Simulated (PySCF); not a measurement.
# C₄H₅NO: vibronic structure

What do calculations give for the vibronic structure of C₄H₅NO (`N#C/C=C\CO`)?

Programs: PySCF 2.14.0, with routines of our own; each step states its level. All values are computed. Atoms count from 0.

### Step 1. The starting structure

11 atoms, charge 0, multiplicity 1; geometry from: GFN2-xTB.

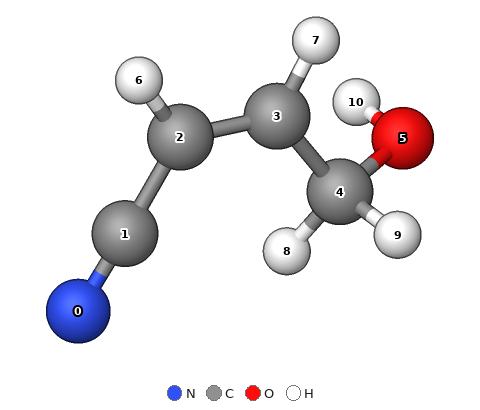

The starting geometry (nitrogen blue, carbon grey, oxygen red, hydrogen white).

### Step 2. Vibronic structure: TDA CAM-B3LYP/6-31G*

What the job is given:

```
{"job": {"kind": "vib", "xc": "CAM-B3LYP", "basis": "6-31G*", "tda": true}, "charge": 0, "multiplicity": 1}
N      2.569190    -1.472985    -0.196274
C      1.961342    -0.500322    -0.191553
C      1.234950     0.706666    -0.169075
C     -0.096649     0.754454    -0.139634
C     -0.992906    -0.446033    -0.151272
O     -2.174175    -0.249403     0.587669
H      1.837834     1.604911    -0.179641
H     -0.607501     1.707635    -0.112352
H     -0.447897    -1.338287     0.188087
H     -1.327059    -0.625565    -1.180612
H     -1.951705    -0.138400     1.518695
```

Level: TDA CAM-B3LYP/6-31G* vertical-gradient vibronic structure (displaced harmonic oscillators, Condon), gas phase.

Run with:

```console
OMP_NUM_THREADS=1 python excited_run.py task.json out
```

This one command runs all jobs of the session in turn.

The program printed:

```text
final grid: 43384 points
cycle   1  E = -285.0861321015  dE =  9.717e-01  |g| = 7.329e-01  |ddm| = 3.371e+00
cycle   2  E = -284.9692487733  dE =  1.169e-01  |g| = 1.077e+00  |ddm| = 1.591e+00
cycle   3  E = -285.1995814210  dE = -2.303e-01  |g| = 1.379e-01  |ddm| = 9.952e-01
cycle   4  E = -285.2027856331  dE = -3.204e-03  |g| = 6.906e-02  |ddm| = 1.423e-01
cycle   5  E = -285.2037442691  dE = -9.586e-04  |g| = 9.336e-03  |ddm| = 6.521e-02
cycle   6  E = -285.2037661038  dE = -2.183e-05  |g| = 2.607e-03  |ddm| = 1.265e-02
cycle   7  E = -285.2037678740  dE = -1.770e-06  |g| = 1.007e-03  |ddm| = 3.237e-03
cycle   8  E = -285.2037681407  dE = -2.667e-07  |g| = 2.773e-04  |ddm| = 1.335e-03
cycle   9  E = -285.2037681673  dE = -2.660e-08  |g| = 8.478e-05  |ddm| = 3.950e-04
cycle  10  E = -285.2037681694  dE = -2.102e-09  |g| = 2.121e-05  |ddm| = 1.054e-04
cycle  11  E = -285.2037681696  dE = -2.030e-10  |g| = 7.115e-06  |ddm| = 3.946e-05
converged SCF energy = -285.2037681696

Singlet excitations (eV, f): 6.044 (0.0437)  6.765 (0.3239)  6.826 (0.0097)  7.253 (0.0147)  7.759 (0.0080)  8.041 (0.0205)

State S1  6.0436 eV  f = 0.04373  H-1->L 0.53, H->L 0.36
  relaxed dipole 6.119 D, largest gradient of the excitation energy 0.0973 Eh/bohr
  mode    cm-1        S   lambda/meV  Raman
   21   1664.3    0.6244     128.8   0.955
    5    340.8    2.5480     107.7   0.163
    4    325.8    2.4648      99.6   0.145
   22   2371.2    0.3220      94.7   1.000
    8    658.8    0.5943      48.5   0.142
   11    927.6    0.3028      34.8   0.144
   12    957.8    0.2626      31.2   0.133
   18   1314.5    0.1657      27.0   0.158
   15   1144.2    0.1804      25.6   0.130
    2    125.6    1.3808      21.5   0.012
   16   1187.7    0.1364      20.1   0.106
   17   1290.4    0.1205      19.3   0.111
  reorganisation energy 0.7402 eV, total S 10.023, 0-0 5.3033 eV
  absorption maximum 5.961 eV, width 0.766 eV

State S2  6.7646 eV  f = 0.32393  H->L 0.48, H-1->L 0.24, H-2->L 0.10
  relaxed dipole 2.340 D, largest gradient of the excitation energy 0.1551 Eh/bohr
  mode    cm-1        S   lambda/meV  Raman
   22   2371.2    0.9083     267.0   1.000
   21   1664.3    1.0227     211.0   0.555
   10    904.4    0.1190      13.3   0.019
    7    525.0    0.1192       7.8   0.006
    6    413.7    0.1513       7.8   0.005
    4    325.8    0.1742       7.0   0.004
   18   1314.5    0.0405       6.6   0.014
    9    755.7    0.0442       4.1   0.005
   24   2930.2    0.0109       4.0   0.018
   20   1443.6    0.0221       4.0   0.009
    8    658.8    0.0354       2.9   0.003
   19   1345.6    0.0153       2.6   0.005
  reorganisation energy 0.5491 eV, total S 2.818, 0-0 6.2155 eV
  absorption maximum 6.717 eV, width 0.830 eV

State S6  8.0408 eV  f = 0.02055  H-4->L 0.87
  relaxed dipole 1.415 D, largest gradient of the excitation energy 0.0834 Eh/bohr
  mode    cm-1        S   lambda/meV  Raman
   21   1664.3    0.4601      94.9   0.959
   22   2371.2    0.2363      69.5   1.000
   16   1187.7    0.1813      26.7   0.192
   19   1345.6    0.0759      12.7   0.103
   12    957.8    0.0870      10.3   0.060
    6    413.7    0.1272       6.5   0.016
   15   1144.2    0.0389       5.5   0.038
   17   1290.4    0.0311       5.0   0.039
    2    125.6    0.3007       4.7   0.004
    5    340.8    0.0974       4.1   0.009
   11    927.6    0.0206       2.4   0.013
   10    904.4    0.0206       2.3   0.013
  reorganisation energy 0.2568 eV, total S 1.830, 0-0 7.7841 eV
  absorption maximum 7.790 eV, width 0.254 eV

State T1  3.7146 eV  f = 0.00000  H->L 0.84, H-1->L 0.10
  relaxed dipole 3.030 D, largest gradient of the excitation energy 0.1791 Eh/bohr
  mode    cm-1        S   lambda/meV  Raman
   21   1664.3    3.0248     624.2   1.000
   22   2371.2    0.2537      74.6   0.170
   16   1187.7    0.1234      18.2   0.021
    6    413.7    0.3337      17.1   0.007
   13   1051.0    0.0801      10.4   0.011
   18   1314.5    0.0458       7.5   0.009
    5    340.8    0.1561       6.6   0.002
   19   1345.6    0.0351       5.9   0.008
   26   3075.7    0.0118       4.5   0.013
    3    223.6    0.1180       3.3   0.001
   20   1443.6    0.0174       3.1   0.004
    8    658.8    0.0378       3.1   0.002
  reorganisation energy 0.7932 eV, total S 4.455, 0-0 2.9215 eV
  absorption maximum 3.544 eV, width 0.699 eV
```

Run time: 9.1 s. Hardware: 1 thread of Intel Xeon 6975P-C, shared host.

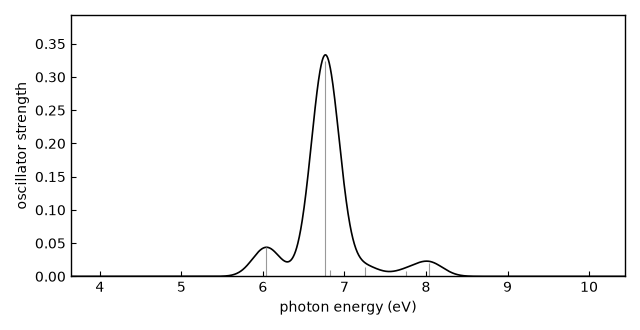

Absorption lines of the singlets. Lines are broadened to a width of 0.40 eV (Gaussian).

### Step 3. What came out

| quantity | value |
| --- | --- |
| S1: vertical, reorganisation, 0-0, total S (step 2, TDA CAM-B3LYP/6-31G*, modes from GFN2-xTB) | 6.04, 0.74, 5.30 eV; 10.0 |
| S2: vertical, reorganisation, 0-0, total S (step 2, TDA CAM-B3LYP/6-31G*, modes from GFN2-xTB) | 6.76, 0.55, 6.22 eV; 2.8 |
| S6: vertical, reorganisation, 0-0, total S (step 2, TDA CAM-B3LYP/6-31G*, modes from GFN2-xTB) | 8.04, 0.26, 7.78 eV; 1.8 |

**Reading.** The vibronic model keeps the ground-state modes (from xTB) and shifts them along the gradient alone, so it can miss much of the relaxation that a full optimisation finds.
